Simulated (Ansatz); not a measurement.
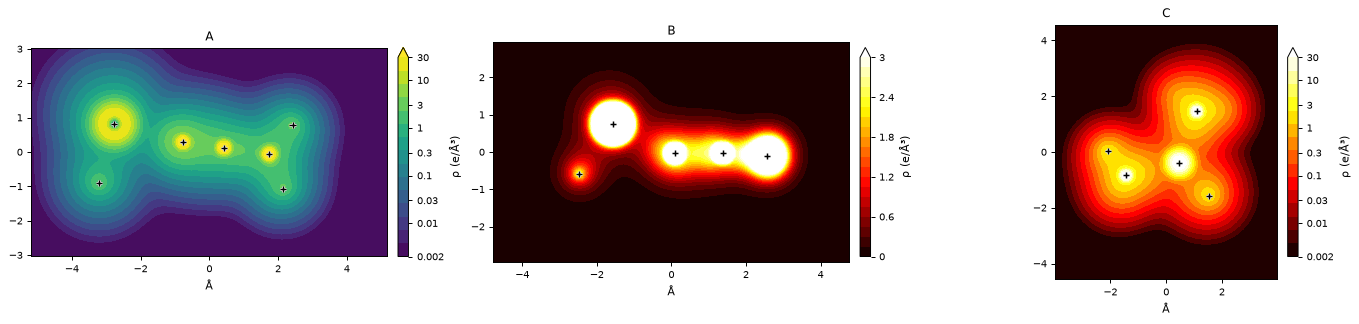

The electron density of 3 systems, each on a plane through atoms (crosses mark nuclei in the plane).

The calculation used Ansatz, isolated molecule in a Gaussian basis; Kohn-Sham density functional theory, functional PBE0.

System 1: C2HGeO (charge −1), the molecular plane. Geometry: PBE0-D3(BJ)/def2-SVPD.

```xyz
5

C     1.1121    2.4665    1.6005
C     1.0223    2.2511    0.3454
Ge    1.1787    2.7063   -1.4313
O     1.1708    2.5996    2.7953
H     0.6534    1.3118   -2.0944
```

System 2: C2H7AlBe (SMILES [BeH][CH2][AlH][CH3]), the plane of atoms Al3, C2 and H9. Geometry: B3LYP-D3(BJ)/def2-SVP.

```xyz
11

C    -0.3074   -0.8976    1.1117
C     0.1609    2.4888    1.1471
Al   -0.8889    0.9046    0.6569
Be    0.6498   -1.6712    0.0010
H     1.4201   -2.2605   -0.9103
H     0.2555   -0.8532    2.0663
H    -1.2086   -1.5255    1.2653
H    -2.2378    1.0941   -0.1686
H     1.0890    2.2506    1.6922
H    -0.4323    3.1731    1.7804
H     0.4373    3.0714    0.2496
```

System 3: C2H3NSn (SMILES C=C=[N+]=[SnH-]), the molecular plane. Geometry: r2SCAN-D4/def2-SVP; core potentials replace the inner electrons of Sn.

```
atom    x (Å)   y (Å)    z (Å)
   C  -2.0206  1.9508  -0.3003
   C  -1.0801  2.1212  -1.2274
   N  -0.2323  2.2654  -2.0694
  Sn   1.2646  2.7522  -3.4038
   H  -2.2216  2.7369   0.4307
   H  -2.5959  1.0232  -0.2661
   H   1.0594  1.1700  -4.2016
```

Question: Match each panel to its system.

Answer: Panel A is system 3, C2H3NSn: the plane holds C, N, Sn and H. C–N (1.20 Å): ρ is about 3.2 e/Å³ halfway. Panel B is system 1, C2HGeO: the plane holds C, Ge, O and H. C–O (1.20 Å): ρ at the midpoint is about 3.4 e/Å³. Panel C is system 2, C2H7AlBe: the plane holds C, Al and H. C–Al (1.95 Å): ρ is about 0.68 e/Å³ halfway.
